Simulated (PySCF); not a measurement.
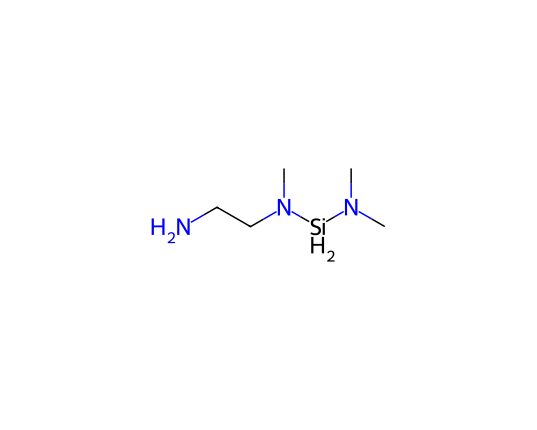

The drawing above gives the connectivity. The geometry was computed by an optimisation with GFN2-xTB. No frequency run is at hand to confirm it as a minimum.

What does the molecule look like in three dimensions?

Formula C₅H₁₇N₃Si. As SMILES it reads `CN(C)[SiH2]N(C)CCN`. It has no ring. Among its groups: primary amine, Si–H bond, Si–N bond. This geometry has C1 symmetry. Coordination, clear cases only: 5 C tetrahedral; 1 Si tetrahedral; 1 N trigonal pyramidal.

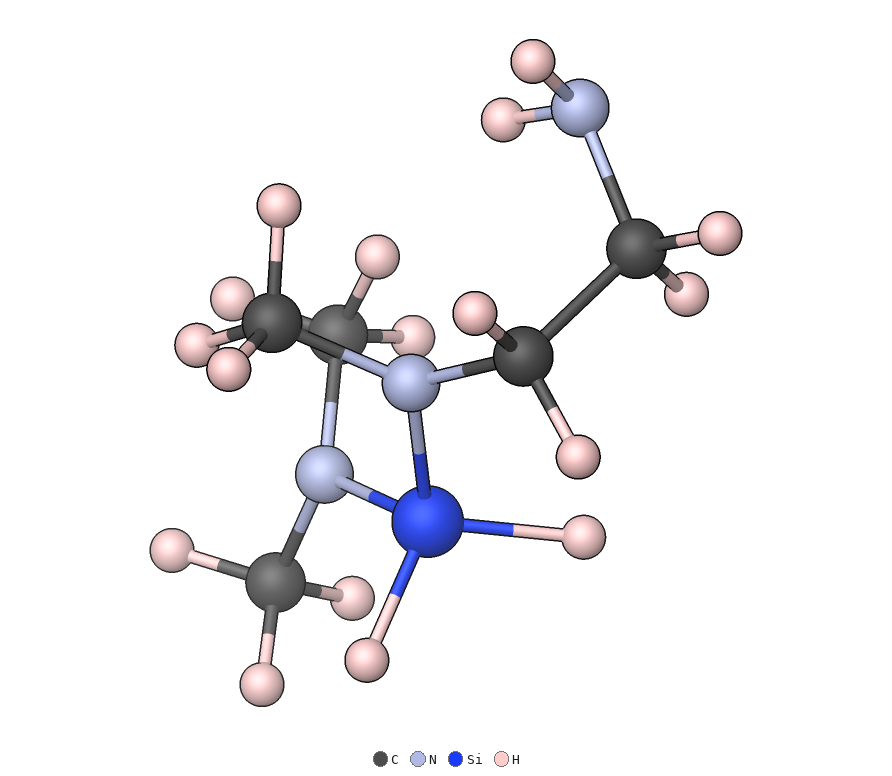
